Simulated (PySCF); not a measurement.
**One shape, several levels: C5H5N (E-2,4-pentadienenitrile)**

Wanted: a comparison of 6 runs (HF/3-21G, HF/6-31G**, HF/def2-SVP, r2SCAN/STO-3G, BLYP/pcseg-1, PBE0/def2-SVP) of C5H5N (E-2,4-pentadienenitrile). Input form: a Python script.

Program for the calculation: PySCF 2.14.0.

### Step 1. The system as given

C5H5N has 11 atoms, charge 0, and is taken as a singlet. SMILES: `C=C/C=C/C#N`. The coordinates come from a GFN2-xTB relaxation. This is one conformer, not always the lowest.

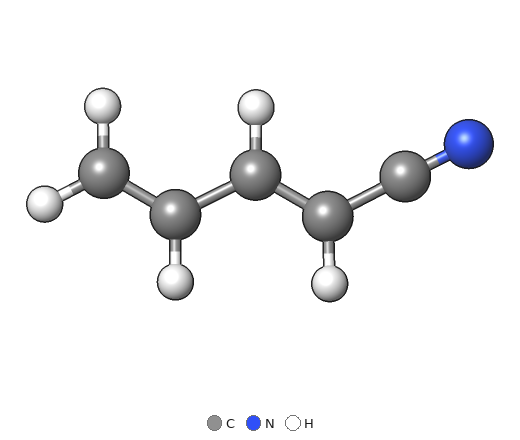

The structure, seen from a chosen angle (carbon grey, nitrogen blue, hydrogen white).

### Step 2. Energy and gradient at HF/3-21G (run 1)

geometry.xyz

```xyz
11

C      1.633490    -1.382200    -0.554920
C      0.590390    -0.580690    -0.758590
C     -0.085530     0.115660     0.304280
C     -1.140430     0.922410     0.105760
C     -1.786200     1.591890     1.156590
N     -2.319600     2.141630     2.011730
H      2.124780    -1.894630    -1.363540
H      2.028920    -1.551510     0.433280
H      0.207850    -0.424200    -1.759160
H      0.292480    -0.033610     1.307720
H     -1.546150     1.095260    -0.883140
```

run.py

```python
from pyscf import gto, scf

mol = gto.M(
    atom='geometry.xyz',
    max_memory=1860,
    basis='3-21g',
    charge=0,
    verbose=4,
    spin=0,
)

calc0 = scf.RHF(mol)
calc0.conv_tol = 1e-10
calc0.kernel()
if not calc0.converged:
    calc0 = calc0.newton().run(calc0.mo_coeff, calc0.mo_occ)

energy = calc0.e_tot
print(f'total energy: {energy:.8f} hartree')
grad = calc0.nuc_grad_method().kernel()
dip = calc0.dip_moment()
pop, q = calc0.mulliken_pop()
```

Run with:

```console
$ OMP_NUM_THREADS=1 python run.py
```

The program printed:

```text
PySCF version 2.14.0

[... 71 lines left out ...]
converged SCF energy = -245.279227878873
total energy: -245.27922788 hartree
[... 11 lines left out ...]
Dipole moment(X, Y, Z, Debye):  2.75448, -2.61398, -2.85730
[... 37 lines left out ...]
pop of  4 C 1s            1.98845
pop of  4 C 2s            0.43731
pop of  4 C 3s            0.54541
pop of  4 C 2px           0.51351
pop of  4 C 2py           0.51652
pop of  4 C 2pz           0.61243
pop of  4 C 3px           0.42300
pop of  4 C 3py           0.41490
pop of  4 C 3pz           0.26711
pop of  5 N 1s            1.99219
pop of  5 N 2s            0.42090
pop of  5 N 3s            1.53121
pop of  5 N 2px           0.51972
pop of  5 N 2py           0.52710
pop of  5 N 2pz           0.61037
pop of  5 N 3px           0.61968
pop of  5 N 3py           0.62732
pop of  5 N 3pz           0.66370
pop of  6 H 1s            0.47481
pop of  6 H 2s            0.29045
pop of  7 H 1s            0.47441
pop of  7 H 2s            0.29917
pop of  8 H 1s            0.47184
pop of  8 H 2s            0.28218
pop of  9 H 1s            0.47131
pop of  9 H 2s            0.26183
pop of  10 H 1s           0.46406
pop of  10 H 2s           0.25620
 ** Mulliken atomic charges  **
charge of    0C =     -0.39007
charge of    1C =     -0.26194
charge of    2C =     -0.16935
charge of    3C =     -0.20154
charge of    4C =      0.28136
charge of    5N =     -0.51219
charge of    6H =      0.23473
charge of    7H =      0.22642
charge of    8H =      0.24597
charge of    9H =      0.26686
charge of   10H =      0.27974
```

Wall time 6.3 s (1 thread of Intel Xeon at 2.50GHz (Skylake/Cascade Lake), shared host); peak memory 0.13 GiB.

### Step 3. Energy and gradient at HF/6-31G(d,p) (spherical functions) (run 2)

input.py

```python
import pyscf.grad
from pyscf import gto, scf

mol = gto.Mole()
mol.atom = '''
C      1.633490    -1.382200    -0.554920
C      0.590390    -0.580690    -0.758590
C     -0.085530     0.115660     0.304280
C     -1.140430     0.922410     0.105760
C     -1.786200     1.591890     1.156590
N     -2.319600     2.141630     2.011730
H      2.124780    -1.894630    -1.363540
H      2.028920    -1.551510     0.433280
H      0.207850    -0.424200    -1.759160
H      0.292480    -0.033610     1.307720
H     -1.546150     1.095260    -0.883140
'''
mol.verbose = 4
mol.basis = '6-31g**'
mol.max_memory = 1860
mol.build()

myscf = scf.RHF(mol)
myscf.conv_tol = 1e-10
myscf.kernel()
if not myscf.converged:
    myscf = myscf.newton().run(myscf.mo_coeff, myscf.mo_occ)

e_final = myscf.e_tot
print('E = %.10f Eh' % e_final)
grad = myscf.Gradients().kernel()
myscf.analyze()
```

Run with:

```console
$ OMP_NUM_THREADS=1 python input.py
```

The program printed:

```text
PySCF version 2.14.0

[... 89 lines left out ...]
Two-electron Coulomb Energy =          295.534217435633593
[... 11 lines left out ...]
MO #9   energy= -1.04962321655141  occ= 2
[... 9 lines left out ...]
MO #19  energy= -0.460366297866885 occ= 2
[... 9 lines left out ...]
MO #29  energy= 0.318562723456112  occ= 0
[... 9 lines left out ...]
MO #39  energy= 0.762500355466158  occ= 0
[... 9 lines left out ...]
MO #49  energy= 1.04981940070725   occ= 0
[... 9 lines left out ...]
MO #59  energy= 1.33419850215092   occ= 0
[... 9 lines left out ...]
MO #69  energy= 1.80743989017326   occ= 0
[... 9 lines left out ...]
MO #79  energy= 2.28418153162005   occ= 0
[... 9 lines left out ...]
MO #89  energy= 2.73585405115167   occ= 0
[... 9 lines left out ...]
MO #99  energy= 3.18194368884028   occ= 0
[... 9 lines left out ...]
MO #109 energy= 4.10207310853219   occ= 0
[... 84 lines left out ...]
pop of  5 N 3dxz          0.00438
pop of  5 N 3dx2-y2       0.00187
pop of  6 H 1s            0.87159
pop of  6 H 2s            0.00896
pop of  6 H 2px           0.00034
pop of  6 H 2py           0.00037
pop of  6 H 2pz           0.00078
pop of  7 H 1s            0.87978
pop of  7 H 2s            0.00844
pop of  7 H 2px           0.00027
pop of  7 H 2py           0.00012
pop of  7 H 2pz           0.00111
pop of  8 H 1s            0.88355
pop of  8 H 2s            0.00847
pop of  8 H 2px           0.00021
pop of  8 H 2py           0.00011
pop of  8 H 2pz           0.00118
pop of  9 H 1s            0.86914
pop of  9 H 2s            0.00933
pop of  9 H 2px           0.00023
pop of  9 H 2py           0.00010
pop of  9 H 2pz           0.00122
pop of  10 H 1s           0.85902
pop of  10 H 2s           0.00922
pop of  10 H 2px          0.00028
pop of  10 H 2py          0.00015
pop of  10 H 2pz          0.00111
 ** Mulliken atomic charges  **
charge of    0C =     -0.18830
charge of    1C =     -0.09656
charge of    2C =     -0.01270
charge of    3C =     -0.16184
charge of    4C =      0.11177
charge of    5N =     -0.23727
charge of    6H =      0.11795
charge of    7H =      0.11028
charge of    8H =      0.10649
charge of    9H =      0.11997
charge of   10H =      0.13021
Dipole moment(X, Y, Z, Debye):  2.93951, -2.78947, -3.05508
```

Wall time 38 s (1 thread of Intel Xeon at 2.50GHz (Skylake/Cascade Lake), shared host); peak memory 0.25 GiB.

### Step 4. Energy and gradient at HF/def2-SVP (run 3)

geometry.xyz: that of step 2 with these lines changed.

```diff
@@ -1,3 +1,3 @@
 11
-
+C5H5N
 C      1.633490    -1.382200    -0.554920
```

input.py

```python
from pyscf import gto

mol = gto.M(
    atom='geometry.xyz',
    verbose=4,
    max_memory=1860,
    basis='def2-svp',
)

calc0 = mol.RHF()
calc0.conv_tol = 1e-10
calc0.kernel()
if not calc0.converged:
    calc0 = calc0.newton().run(calc0.mo_coeff, calc0.mo_occ)

etot = calc0.e_tot
print('Final energy', etot)
grad = calc0.nuc_grad_method().kernel()
calc0.analyze()
```

Run with:

```console
$ OMP_NUM_THREADS=1 python input.py
```

The program printed:

```text
PySCF version 2.14.0

[... 89 lines left out ...]
Two-electron Coulomb Energy =          295.142438048984275
[... 11 lines left out ...]
MO #9   energy= -1.0443887797145   occ= 2
[... 9 lines left out ...]
MO #19  energy= -0.467961159894855 occ= 2
[... 9 lines left out ...]
MO #29  energy= 0.266599408202868  occ= 0
[... 9 lines left out ...]
MO #39  energy= 0.651437220763589  occ= 0
[... 9 lines left out ...]
MO #49  energy= 0.868815150079507  occ= 0
[... 9 lines left out ...]
MO #59  energy= 1.17816850200986   occ= 0
[... 9 lines left out ...]
MO #69  energy= 1.606263843049     occ= 0
[... 9 lines left out ...]
MO #79  energy= 2.06402974787994   occ= 0
[... 9 lines left out ...]
MO #89  energy= 2.52559563303967   occ= 0
[... 9 lines left out ...]
MO #99  energy= 2.99844158555407   occ= 0
[... 9 lines left out ...]
MO #109 energy= 3.98443035567558   occ= 0
[... 84 lines left out ...]
pop of  5 N 3dxz          0.00401
pop of  5 N 3dx2-y2       0.00163
pop of  6 H 1s            0.87988
pop of  6 H 2s            0.01100
pop of  6 H 2px           0.00052
pop of  6 H 2py           0.00058
pop of  6 H 2pz           0.00122
pop of  7 H 1s            0.88841
pop of  7 H 2s            0.01035
pop of  7 H 2px           0.00043
pop of  7 H 2py           0.00020
pop of  7 H 2pz           0.00172
pop of  8 H 1s            0.89213
pop of  8 H 2s            0.01021
pop of  8 H 2px           0.00032
pop of  8 H 2py           0.00017
pop of  8 H 2pz           0.00188
pop of  9 H 1s            0.87862
pop of  9 H 2s            0.01109
pop of  9 H 2px           0.00035
pop of  9 H 2py           0.00015
pop of  9 H 2pz           0.00194
pop of  10 H 1s           0.86756
pop of  10 H 2s           0.01117
pop of  10 H 2px          0.00045
pop of  10 H 2py          0.00025
pop of  10 H 2pz          0.00177
 ** Mulliken atomic charges  **
charge of    0C =     -0.16581
charge of    1C =     -0.08587
charge of    2C =     -0.00230
charge of    3C =     -0.15354
charge of    4C =      0.12224
charge of    5N =     -0.24236
charge of    6H =      0.10680
charge of    7H =      0.09889
charge of    8H =      0.09529
charge of    9H =      0.10785
charge of   10H =      0.11880
Dipole moment(X, Y, Z, Debye):  2.90713, -2.75356, -2.98452
```

Run time: 27 s. Hardware: 1 thread of Intel Xeon at 2.50GHz (Skylake/Cascade Lake), shared host; peak memory 0.25 GiB.

Runs 4 to 5 aren't shown in full; the table further down has their settings and results.

### Step 5. Energy and gradient at PBE0/def2-SVP (run 6)

job.py

```python
from pyscf import gto, dft

molecule = gto.Mole()
molecule.atom = [
    ('C', (1.633490, -1.382200, -0.554920)),
    ('C', (0.590390, -0.580690, -0.758590)),
    ('C', (-0.085530, 0.115660, 0.304280)),
    ('C', (-1.140430, 0.922410, 0.105760)),
    ('C', (-1.786200, 1.591890, 1.156590)),
    ('N', (-2.319600, 2.141630, 2.011730)),
    ('H', (2.124780, -1.894630, -1.363540)),
    ('H', (2.028920, -1.551510, 0.433280)),
    ('H', (0.207850, -0.424200, -1.759160)),
    ('H', (0.292480, -0.033610, 1.307720)),
    ('H', (-1.546150, 1.095260, -0.883140)),
]
molecule.basis = 'def2-svp'
molecule.max_memory = 1860
molecule.verbose = 3
molecule.build()

myscf = dft.RKS(molecule)
myscf.xc = 'pbe0'
myscf.conv_tol = 1e-10
myscf.grids.level = 5
myscf.kernel()
if not myscf.converged:
    myscf = myscf.newton().run(myscf.mo_coeff, myscf.mo_occ)

etot = myscf.e_tot
print('Final energy', etot)
grad = myscf.nuc_grad_method().kernel()
myscf.analyze()
```

Run with:

```console
$ OMP_NUM_THREADS=1 python job.py
```

The program printed:

```text
converged SCF energy = -247.749743675932
[... 18 lines left out ...]
MO #9   energy= -0.799403323895103 occ= 2
[... 9 lines left out ...]
MO #19  energy= -0.354417357425142 occ= 2
[... 9 lines left out ...]
MO #29  energy= 0.134310989679879  occ= 0
[... 9 lines left out ...]
MO #39  energy= 0.474980859164084  occ= 0
[... 9 lines left out ...]
MO #49  energy= 0.662626344840184  occ= 0
[... 9 lines left out ...]
MO #59  energy= 0.951613541596794  occ= 0
[... 9 lines left out ...]
MO #69  energy= 1.34683016681287   occ= 0
[... 9 lines left out ...]
MO #79  energy= 1.78854457809271   occ= 0
[... 9 lines left out ...]
MO #89  energy= 2.21897118883555   occ= 0
[... 9 lines left out ...]
MO #99  energy= 2.66319278252579   occ= 0
[... 9 lines left out ...]
MO #109 energy= 3.59387926455554   occ= 0
[... 12 lines left out ...]
Dipole moment(X, Y, Z, Debye):  2.56916, -2.45753, -2.79766
```

Wall time 2.1 min (1 thread of Intel Xeon at 2.50GHz (Skylake/Cascade Lake), shared host); peak memory 1.1 GiB.

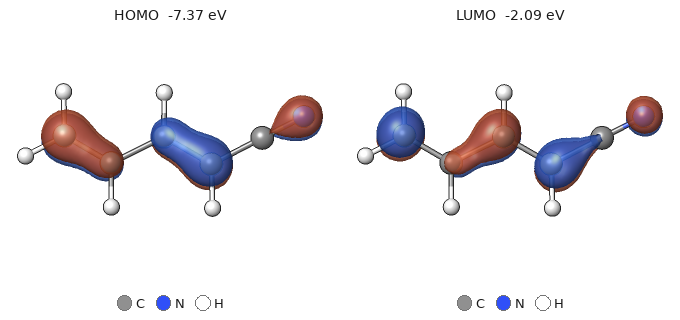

Frontier orbitals of this run, surfaces at ±0.2 Å^-3/2.

### Step 6. All runs side by side

| run | level | integration grid | energy (Eh) | dipole moment (D) | HOMO energy (eV) | LUMO energy (eV) | wall time |
| --- | --- | --- | --- | --- | --- | --- | --- |
| 1 | HF/3-21G | – | -245.279228 | 4.75 | -9.29 | 1.86 | 6.3 s |
| 2 | HF/6-31G** (spherical functions) | – | -246.663803 | 5.07 | -9.29 | 1.84 | 38 s |
| 3 | HF/def2-SVP | – | -246.469232 | 4.99 | -9.46 | 1.60 | 27 s |
| 4 | r2SCAN/STO-3G | 5 | -244.998464 | 3.69 | -4.74 | -0.47 | 50 s |
| 5 | BLYP/pcseg-1 | 5 | -248.103595 | 4.48 | -6.28 | -2.85 | 2.1 min |
| 6 | PBE0/def2-SVP | 5 | -247.749744 | 4.52 | -7.37 | -2.09 | 2.1 min |

### Step 7. Results

```
                       quantity          value
            run 6: total energy  -247.74974 Eh
           run 6: dipole moment         4.52 D
             run 6: HOMO energy       -7.37 eV
             run 6: LUMO energy       -2.09 eV
           run 6: HOMO–LUMO gap        5.29 eV
run 6: largest force on an atom     1.710 eV/Å
```

**Reading.** The dipole moment (its size) runs from 3.69 D (r2SCAN/STO-3G) to 5.07 D (HF/6-31G**). The two ends differ in method and basis. The HOMO–LUMO gap runs from 3.42 eV (BLYP/pcseg-1) to 11.15 eV (HF/3-21G). Totals of different functionals can't be ranked against each other. In run 4 the basis is minimal, so the values are rough. All runs together took 6.2 min, the longest 2.1 min.
